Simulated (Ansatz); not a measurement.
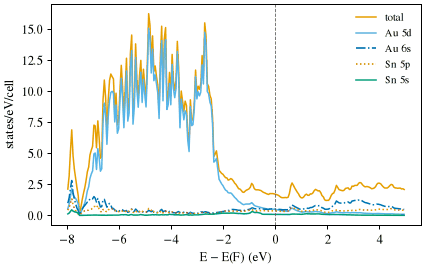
Figure. Total and projected density of states of SnAu5 in space group R32 (No. 155; Sn on 3a, Au on 6c, Au on 9e), the program Ansatz at the LDA level (PAW)

Task: Which orbitals carry the states next to the Fermi level?

Result: Within 0.5 eV of the Fermi level: Au 6s 30 %, Au 5d 28 %, Sn 5p 22 %, outside the projected shells 15 %. Projections are on Löwdin-orthogonalised atomic valence shells; empty p or d shells of many metals are not among them.

Task: Where is the tallest occupied peak in this window, and what makes it?

Result: Near -4.8 eV, about 16 states/eV per cell; the largest projected share is Au 5d.

The first step of the workflow began from a Materials Project structure, measured or hypothetical; the Crystallography Open Database files this formula in space group No. 155, but the cells were not matched. Whether it is the stable phase at ambient conditions was not checked. The LDA relaxation kept the symmetry of its start; whether a distortion lowers the energy is not shown. Scalar-relativistic: spin–orbit coupling is off unless named, which matters more the heavier the elements.

Potentials: the later of the program's two PAW sets.
